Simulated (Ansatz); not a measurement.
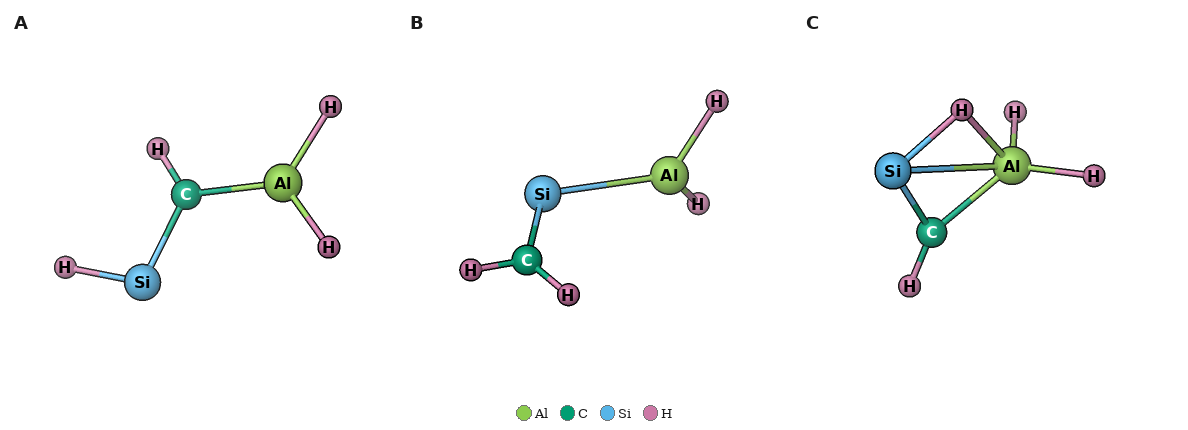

3 stationary structures of one formula. The species has charge −1 and is a spin singlet. Geometries: PBE0-D4/def2-TZVPD. Electronic energies: PBE0-D4/def2-TZVPD (Ansatz 0.2.0), without zero-point energy. No frequency run is at hand to confirm each as a minimum. Each is one conformer, not always the lowest.

Which is lowest in energy, and by how much?

C is lowest (Cs); A lies 49.0 kJ/mol above it (Cs), B lies 79.3 kJ/mol above it (Cs).
